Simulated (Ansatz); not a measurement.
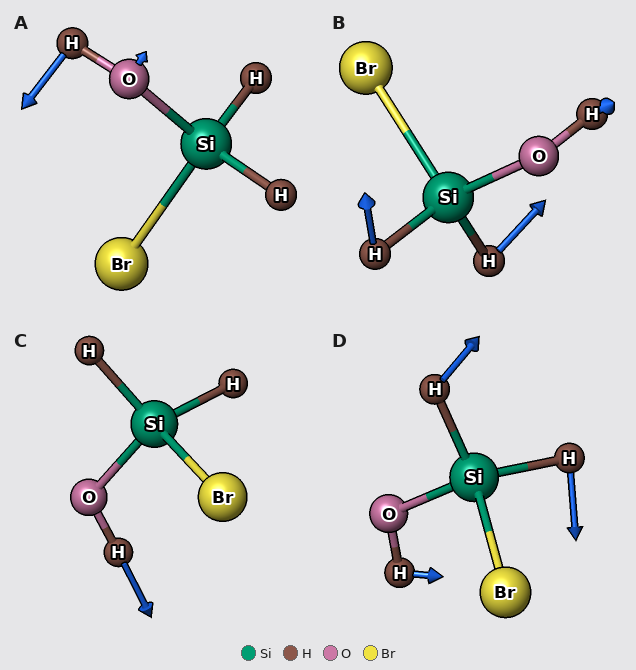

4 normal modes of one molecule or complex, as arrows. Harmonic vibrations computed with RKS PBE0-D4/def2-TZVP (Ansatz 0.2.0) at a stationary point of the same level.

Match the panels to the wavenumbers 274 cm⁻¹, 591 cm⁻¹, 966 cm⁻¹, 3919 cm⁻¹.

Answer. A: 274 cm⁻¹
B: 966 cm⁻¹, H–Si–H bending
C: 3919 cm⁻¹, O–H stretching
D: 591 cm⁻¹, Br–Si–H bending
